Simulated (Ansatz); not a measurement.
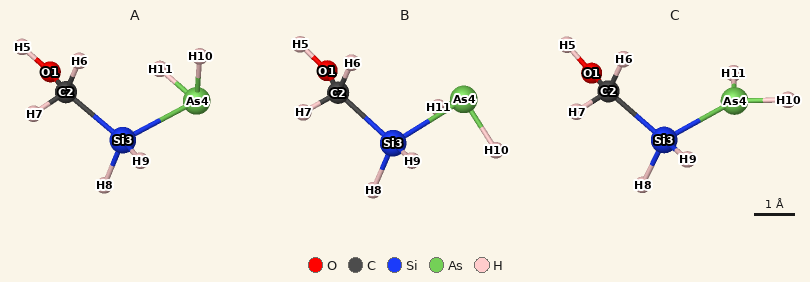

3 geometries from a converged minimum-energy path of CH₇AsOSi, shuffled. The picture is a ball-and-stick view, seen at a tilt.

Theory: RKS B3LYP/def2-SVP (Ansatz). Run with 7 movable images; climbing image; force threshold 0.05 eV/Å; iteration limit 60; starting path by image-dependent pair potential.

Question: Which of them lies highest in energy?

Answer: C. In order along the path, whose images run from 0 to 8: A (image 0, 0.0 kcal/mol), C (image 4, +31.2 kcal/mol), B (image 8, +0.1 kcal/mol). The motion is an umbrella inversion at As4. No bond forms or breaks between the ends. Among the angles between lasting bonds that change up to the highest image: Si3–As4–H11 90.9° → 126.1°, Si3–As4–H10 92.0° → 122.2°.

Cost: 2.4 min on 2 threads of Intel(R) Xeon(R) Platinum 8488C (Sapphire Rapids) (shared host), peak memory 0.29 GiB.
